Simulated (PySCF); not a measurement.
**C₃H₈BNS: electronic excitations at several levels of theory**

How much do the electronic excitations of C₃H₈BNS (`C=CSCBN`) depend on the level of theory, and what does each level cost?

Computed with PySCF 2.14.0, with density-fitted response routines of our own, on a single molecule in the gas phase. Atoms are numbered from 0 throughout.

## (1) The starting structure

14 atoms, charge 0, multiplicity 1; geometry from: GFN2-xTB. The atoms were then displaced at random by about 0.01 Å, so the start is not that level's minimum.

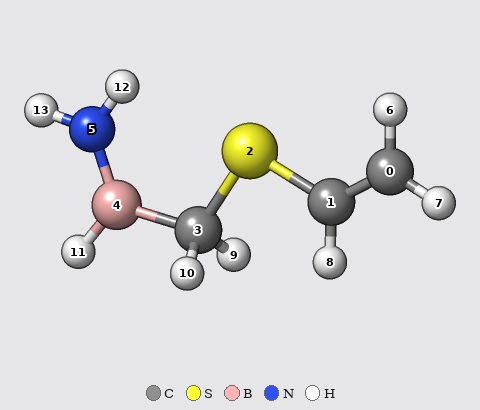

As it starts; carbon grey, sulfur yellow, boron pink, nitrogen blue, hydrogen white, atoms numbered; sticks join atoms by distance.

## (2) Optimising the geometry at PBE0-D3(BJ)/def2-SVP

What the job is given:

```
{"job": {"xc": "PBE0", "basis": "def2-SVP", "d3": "d3bj", "grid": 1, "shake": 0.01, "kind": "geom"}, "charge": 0, "multiplicity": 1}
C      3.045780     1.059310     0.022770
C      1.995660     0.244780     0.085680
S      0.302430     0.753370     0.064050
C     -0.476320    -0.873200     0.204340
B     -2.102350    -0.815690     0.224680
N     -2.761990     0.398470     0.151020
H      2.891640     2.146860    -0.051370
H      4.054700     0.730140     0.025550
H      2.130110    -0.815110     0.177690
H     -0.168280    -1.473850    -0.629360
H     -0.138520    -1.346280     1.126530
H     -2.701560    -1.806690     0.333700
H     -2.303040     1.284670     0.064540
H     -3.775410     0.498140     0.172500
```

The run is started by

```bash
> OMP_NUM_THREADS=1 python probes_run.py task.json out
```

The driver reads the jobs from task.json and runs them one after another.

The program printed:

```text
step   0  E = -596.29859308  max force = 0.033234
step   1  E = -596.30348809  max force = 0.005707
step   2  E = -596.30360562  max force = 0.003553
step   3  E = -596.30369740  max force = 0.002294
step   4  E = -596.30374365  max force = 0.000451
step   5  E = -596.30374903  max force = 0.000749
step   6  E = -596.30376161  max force = 0.000354
optimisation converged
```

Run time: 47 s. Hardware: 1 thread of Arm Neoverse V1, shared host; peak memory 0.52 GiB.

Along the way:

```csv
step,energy from step 0 (eV),largest force component (eV/Å)
0,0.0000,1.7090
1,-0.1332,0.2935
2,-0.1364,0.1827
3,-0.1389,0.1180
4,-0.1402,0.0232
5,-0.1403,0.0385
6,-0.1406,0.0182
```

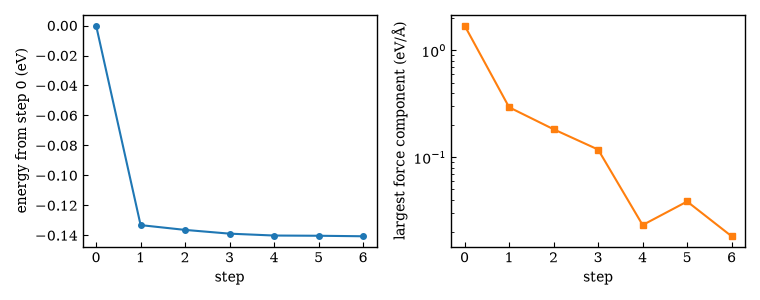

Energy and largest force along the relaxation.

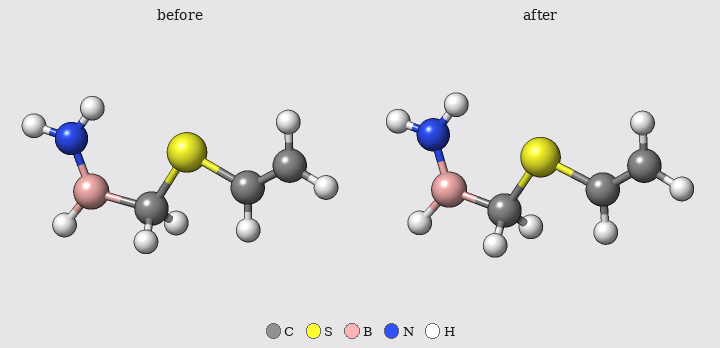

Before and after, at one scale.

Close pairs (by a distance rule), those that changed most:

```
  bond  before (Å)  after (Å)  change (Å)
B4–H11       1.163      1.212      +0.049
 C3–B4       1.627      1.582      -0.045
 C3–H9       1.073      1.105      +0.032
 C0–H7       1.061      1.092      +0.031
 C1–H8       1.072      1.096      +0.024
 C1–S2       1.768      1.750      -0.018
C3–H10       1.090      1.104      +0.013
N5–H12       1.002      1.014      +0.012
```

The final coordinates are the input of the step that follows.

```
                         at the end point                 value
  point group (found at 0.08 Å tolerance)                    C1
rotational constants (GHz, main isotopes)  10.336, 1.294, 1.164
                        dipole moment (D)                  1.24
```

## (3) Ultraviolet spectrum: PBE0/def2-TZVP

What the job is given:

```
{"job": {"kind": "uv", "xc": "PBE0", "basis": "def2-TZVP"}, "charge": 0, "multiplicity": 1}
C      3.033149     1.092126     0.105532
C      2.006456     0.239574     0.185618
S      0.322672     0.710905     0.263674
C     -0.517530    -0.888531     0.308614
B     -2.089288    -0.767557     0.178764
N     -2.731491     0.435816    -0.075198
H      2.890863     2.175930     0.076976
H      4.057221     0.714520     0.067556
H      2.179566    -0.842391     0.213890
H     -0.162693    -1.525115    -0.521408
H     -0.274661    -1.422065     1.243658
H     -2.760647    -1.770626     0.293013
H     -2.233170     1.309889    -0.201593
H     -3.734987     0.516078    -0.168580
```

Method: TDDFT PBE0/def2-TZVP, vertical, gas phase, core orbitals frozen in the response.

The program printed:

```text
coarse grid: 11992 points
cycle   1  E = -596.6106152623  dE =  5.046e-01  |g| = 4.486e-01  |ddm| = 2.705e+00
cycle   2  E = -596.5985133913  dE =  1.210e-02  |g| = 5.158e-01  |ddm| = 7.059e-01
cycle   3  E = -596.6593793622  dE = -6.087e-02  |g| = 8.171e-02  |ddm| = 3.613e-01
cycle   4  E = -596.6607801063  dE = -1.401e-03  |g| = 3.733e-02  |ddm| = 8.556e-02
cycle   5  E = -596.6611125621  dE = -3.325e-04  |g| = 1.073e-02  |ddm| = 2.795e-02
cycle   6  E = -596.6611388020  dE = -2.624e-05  |g| = 2.672e-03  |ddm| = 8.018e-03
cycle   7  E = -596.6611403467  dE = -1.545e-06  |g| = 9.011e-04  |ddm| = 2.019e-03
final grid: 110552 points
cycle   8  E = -596.6495383286  dE = -4.860e-05  |g| = 1.077e-02  |ddm| = 6.757e-02
cycle   9  E = -596.6495216741  dE =  1.665e-05  |g| = 1.333e-02  |ddm| = 1.605e-02
cycle  10  E = -596.6495636024  dE = -4.193e-05  |g| = 9.080e-04  |ddm| = 9.577e-03
cycle  11  E = -596.6495637825  dE = -1.801e-07  |g| = 4.617e-04  |ddm| = 9.950e-04
cycle  12  E = -596.6495638345  dE = -5.204e-08  |g| = 1.082e-04  |ddm| = 3.397e-04
cycle  13  E = -596.6495638375  dE = -2.992e-09  |g| = 2.622e-05  |ddm| = 1.016e-04
cycle  14  E = -596.6495638376  dE = -1.519e-10  |g| = 9.998e-06  |ddm| = 2.409e-05
converged SCF energy = -596.6495638376

Static polarisability (au): isotropic 80.822, principal 51.990 73.516 116.958

Singlet excitations
state   eV       nm        f      main configurations
  1   5.2802    234.8   0.01332   H->L+2 0.63, H->L+3 0.14, H->L 0.12
  2   5.3041    233.8   0.09474   H->L 0.72, H->L+2 0.14, H->L+1 0.09
  3   5.6567    219.2   0.18463   H->L+1 0.83, H->L 0.13
  4   6.0305    205.6   0.00366   H->L+3 0.68, H->L+2 0.18, H->L+4 0.09
  5   6.3798    194.3   0.00547   H->L+4 0.87, H->L+3 0.11
  6   7.0256    176.5   0.00400   H->L+6 0.54, H->L+5 0.36
  7   7.3618    168.4   0.00643   H->L+5 0.56, H->L+6 0.37
  8   7.4051    167.4   0.00055   H-2->L 0.82
  9   7.5642    163.9   0.00212   H-4->L 0.48, H-4->L+1 0.41
 10   7.6209    162.7   0.00994   H->L+7 0.55, H->L+8 0.32

Triplet excitations (Tamm-Dancoff, eV): 3.5908 4.8868 5.3774 5.7068
```

Run time: 55 s. Hardware: 1 thread of Arm Neoverse V1, shared host; peak memory 0.91 GiB.

Frontier orbitals and where they lie:

| orbital | eV | atoms |
| --- | --- | --- |
| HOMO−3 | -8.90 | C1 36 %, S2 23 %, C0 22 % |
| HOMO−2 | -8.79 | S2 53 %, C1 12 %, C3 11 % |
| HOMO−1 | -8.62 | N5 59 %, B4 19 %, C1 5 % |
| HOMO | -6.01 | S2 53 %, C0 26 %, C1 12 % |
| LUMO | 0.05 | C0 35 %, C1 31 %, S2 10 % |
| LUMO+1 | 0.53 | B4 57 %, N5 13 %, C0 8 % |
| LUMO+2 | 0.76 | S2 25 %, B4 16 %, H13 13 % |

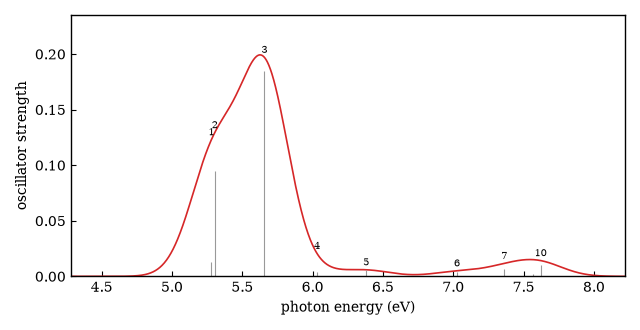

Absorption spectrum from the 10 singlet states computed; above the last one it falls off for lack of states. Lines are broadened to a width of 0.40 eV (Gaussian).

Ground-state properties from the same run:

```
           property  computed
  dipole moment (D)      1.12
polarisability (Å³)     11.98
 HOMO–LUMO gap (eV)      6.06
      −ε(HOMO) (eV)      6.01
```

## (4) Ultraviolet spectrum: PBE0/aug-cc-pVDZ

The job, as its differences from that of step 3:

```diff
@@ -1,2 +1,2 @@
-{"job": {"kind": "uv", "xc": "PBE0", "basis": "def2-TZVP"}, "charge": 0, "multiplicity": 1}
+{"job": {"kind": "uv", "xc": "PBE0", "basis": "aug-cc-pVDZ"}, "charge": 0, "multiplicity": 1}
 C      3.033149     1.092126     0.105532
```

Method: TDDFT PBE0/aug-cc-pVDZ, vertical, gas phase, core orbitals frozen in the response.

The program printed:

```text
coarse grid: 11992 points
cycle   1  E = -596.5310966957  dE =  5.448e-01  |g| = 4.174e-01  |ddm| = 9.613e+00
cycle   2  E = -596.5190554447  dE =  1.204e-02  |g| = 4.869e-01  |ddm| = 1.956e+00
cycle   3  E = -596.5760537438  dE = -5.700e-02  |g| = 7.706e-02  |ddm| = 9.192e-01
cycle   4  E = -596.5774993334  dE = -1.446e-03  |g| = 2.717e-02  |ddm| = 1.755e-01
cycle   5  E = -596.5776768611  dE = -1.775e-04  |g| = 1.004e-02  |ddm| = 6.363e-02
cycle   6  E = -596.5777014918  dE = -2.463e-05  |g| = 2.287e-03  |ddm| = 2.017e-02
cycle   7  E = -596.5777027647  dE = -1.273e-06  |g| = 6.515e-04  |ddm| = 5.124e-03
final grid: 110552 points
cycle   8  E = -596.5909777198  dE = -2.103e-05  |g| = 9.891e-03  |ddm| = 1.533e-01
cycle   9  E = -596.5909619784  dE =  1.574e-05  |g| = 1.259e-02  |ddm| = 5.057e-02
cycle  10  E = -596.5910035134  dE = -4.153e-05  |g| = 6.871e-04  |ddm| = 2.656e-02
cycle  11  E = -596.5910036400  dE = -1.267e-07  |g| = 2.440e-04  |ddm| = 1.793e-03
cycle  12  E = -596.5910036535  dE = -1.345e-08  |g| = 9.697e-05  |ddm| = 5.374e-04
cycle  13  E = -596.5910036561  dE = -2.579e-09  |g| = 1.819e-05  |ddm| = 2.082e-04
cycle  14  E = -596.5910036561  dE = -6.753e-11  |g| = 9.830e-06  |ddm| = 4.781e-05
converged SCF energy = -596.5910036561

Static polarisability (au): isotropic 86.667, principal 59.795 78.128 122.077

Singlet excitations
state   eV       nm        f      main configurations
  1   5.0776    244.2   0.00013   H->L 0.77, H->L+2 0.09
  2   5.1719    239.7   0.04009   H->L+3 0.40, H->L+1 0.25, H->L 0.12
  3   5.1932    238.7   0.09901   H->L+1 0.60, H->L+3 0.16, H->L+4 0.09
  4   5.3575    231.4   0.01064   H->L+2 0.76, H->L+3 0.17
  5   5.5322    224.1   0.13111   H->L+4 0.83
  6   5.8835    210.7   0.00086   H->L+5 0.35, H->L+8 0.27, H->L+3 0.13
  7   5.9811    207.3   0.01262   H->L+6 0.71, H->L+8 0.16
  8   6.0370    205.4   0.01249   H->L+5 0.37, H->L+8 0.30, H->L+7 0.16
  9   6.1566    201.4   0.00550   H->L+7 0.70, H->L+5 0.17
 10   6.5748    188.6   0.00155   H->L+9 0.87

Triplet excitations (Tamm-Dancoff, eV): 3.6051 4.9146 5.0111 5.2652
```

Run time: 36 s. Hardware: 1 thread of Arm Neoverse V1, shared host; peak memory 0.81 GiB.

Key values: HOMO -6.05 eV, LUMO -0.12 eV; lowest singlet 5.08 eV.

## (5) Ultraviolet spectrum: PBE0/6-31+G*

The job, as its differences from that of step 4:

```diff
@@ -1,2 +1,2 @@
-{"job": {"kind": "uv", "xc": "PBE0", "basis": "aug-cc-pVDZ"}, "charge": 0, "multiplicity": 1}
+{"job": {"kind": "uv", "xc": "PBE0", "basis": "6-31+G*"}, "charge": 0, "multiplicity": 1}
 C      3.033149     1.092126     0.105532
```

Level: TDDFT PBE0/6-31+G*, vertical, gas phase, core orbitals frozen in the response.

The program printed:

```text
coarse grid: 11992 points
cycle   1  E = -596.5548376680  dE =  5.378e-01  |g| = 4.230e-01  |ddm| = 3.894e+00
cycle   2  E = -596.5455703397  dE =  9.267e-03  |g| = 4.800e-01  |ddm| = 2.279e+00
cycle   3  E = -596.6013415811  dE = -5.577e-02  |g| = 8.056e-02  |ddm| = 1.246e+00
cycle   4  E = -596.6029440268  dE = -1.602e-03  |g| = 2.575e-02  |ddm| = 1.706e-01
cycle   5  E = -596.6031008940  dE = -1.569e-04  |g| = 9.953e-03  |ddm| = 3.853e-02
cycle   6  E = -596.6031251998  dE = -2.431e-05  |g| = 2.235e-03  |ddm| = 1.431e-02
cycle   7  E = -596.6031263867  dE = -1.187e-06  |g| = 6.758e-04  |ddm| = 4.071e-03
final grid: 110552 points
cycle   8  E = -596.5421265846  dE = -1.416e-05  |g| = 1.004e-02  |ddm| = 5.856e-02
cycle   9  E = -596.5421112803  dE =  1.530e-05  |g| = 1.268e-02  |ddm| = 3.842e-02
cycle  10  E = -596.5421538786  dE = -4.260e-05  |g| = 7.369e-04  |ddm| = 2.245e-02
cycle  11  E = -596.5421540158  dE = -1.372e-07  |g| = 2.551e-04  |ddm| = 1.541e-03
cycle  12  E = -596.5421540314  dE = -1.557e-08  |g| = 7.502e-05  |ddm| = 4.561e-04
cycle  13  E = -596.5421540328  dE = -1.439e-09  |g| = 2.062e-05  |ddm| = 1.742e-04
cycle  14  E = -596.5421540329  dE = -9.322e-11  |g| = 9.277e-06  |ddm| = 5.058e-05
converged SCF energy = -596.5421540329

Static polarisability (au): isotropic 78.802, principal 52.925 71.386 112.094

Singlet excitations
state   eV       nm        f      main configurations
  1   5.1892    238.9   0.00129   H->L+1 0.59, H->L+4 0.23
  2   5.2488    236.2   0.00138   H->L+4 0.43, H->L+1 0.29, H->L+3 0.22
  3   5.3051    233.7   0.15766   H->L 0.89
  4   5.5088    225.1   0.01985   H->L+2 0.91
  5   5.6172    220.7   0.10840   H->L+3 0.71, H->L+4 0.19
  6   6.1889    200.3   0.00037   H->L+5 0.61, H->L+6 0.21
  7   6.3654    194.8   0.02606   H->L+8 0.77, H->L+5 0.11
  8   6.3818    194.3   0.00662   H->L+6 0.73, H->L+5 0.16
  9   6.4886    191.1   0.00975   H->L+7 0.85
 10   6.8577    180.8   0.00024   H->L+9 0.86

Triplet excitations (Tamm-Dancoff, eV): 3.6482 4.8948 5.1399 5.3895
```

Wall time 16 s (1 thread of Arm Neoverse V1, shared host); peak memory 0.67 GiB.

In short: HOMO -6.01 eV, LUMO 0.05 eV; lowest singlet 5.19 eV.

## (6) Side by side: electronic excitations

Excitations and ground-state properties, with basis size and wall time:

```csv
run,lowest singlet (eV),brightest (eV),f,gap (eV),α (Å³),μ (D),functions,time
PBE0/def2-TZVP,5.28,5.66,0.185,6.06,11.98,1.12,240,55 s
PBE0/aug-cc-pVDZ,5.08,5.53,0.131,5.93,12.84,1.10,214,36 s
PBE0/6-31+G*,5.19,5.31,0.158,6.06,11.68,1.13,128,16 s
```

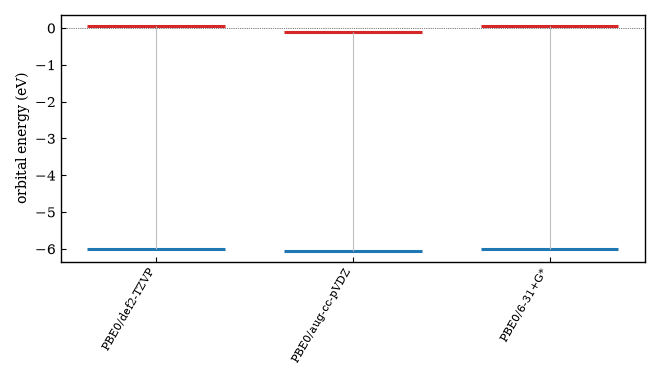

HOMO (blue) and LUMO (red) run by run.

## (7) Outcome

| quantity | value |
| --- | --- |
| point group | C1 |
| rotational constants (main isotopes) | 10.34, 1.29, 1.16 GHz |
| lowest singlet (PBE0/def2-TZVP) | 5.28 eV (235 nm), f = 0.013 |
| brightest single state of those computed | state 3, 5.66 eV, f = 0.185 |
| lowest triplet | 3.59 eV |
| range of the lowest singlet | 5.08 to 5.28 eV |

What this shows: Single values in the summary come from the first sound run of each kind (PBE0/def2-TZVP), which need not be the best level. The start of the PBE0/def2-SVP relaxation was shaken at random by about 0.01 Å, so part of the energy gained, and of the first lengths quoted, undoes that. The optimisation took 6 steps and gained 0.141 eV; among the close pairs (by a distance rule), B4–H11 changed most, from 1.163 to 1.212 Å. The lowest singlet, at 5.28 eV, is HOMO→LUMO+2 0.63, HOMO→LUMO+3 0.14 and is weak; of the 10 states computed, the strongest absorption comes from state 3 at 5.66 eV. The lowest triplet lies 1.69 eV below the lowest singlet (triplets in Tamm-Dancoff, singlets in full TDDFT). The lowest singlet runs from 5.08 eV (PBE0/aug-cc-pVDZ) to 5.28 eV (PBE0/def2-TZVP), while the orbital gap spans 5.93 to 6.06 eV. The lowest state need not be the same one in every run.
